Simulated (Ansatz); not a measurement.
**Response to strain in Sc**

The parent structure is Sc in the hcp (Mg type) structure (space group P6_3/mmc, No. 194; relaxed with 0.1 eV smearing).

```yaml
crystal:
  lattice:
    - [3.31800, 0.00000, 0.00000]
    - [-1.65900, 2.87347, 0.00000]
    - [0.00000, 0.00000, 5.18602]
  atoms:
    - { symbol: Sc, position: [0.33333, 0.66667, 0.75000] }
    - { symbol: Sc, position: [0.66667, 0.33333, 0.25000] }
```

Cartesian axes are those of the cell as printed.

Strains are applied to the cell and any free atomic positions relax.

All numbers come from PBE/PAW in Ansatz (a first-principles code), no SOC, earlier PAW set.

Notes on the quantities. energy relative to the base: free energy F.

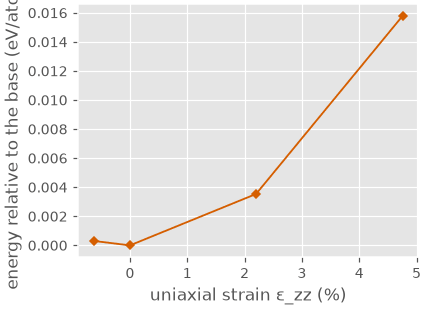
Fig. 1. Energy relative to the base against uniaxial strain ε_zz

Task: From the plot, what is the energy relative to the base for uniaxial strain ε_zz = +4.76 %?

Result: About 0.016 eV/atom.

Task: Is the trend monotonic over the range shown?

Result: No, it turns within the range, spanning 0 meV/atom to +16 meV/atom.

Stability against distortions was not tested. The final runs are not spin-polarised.
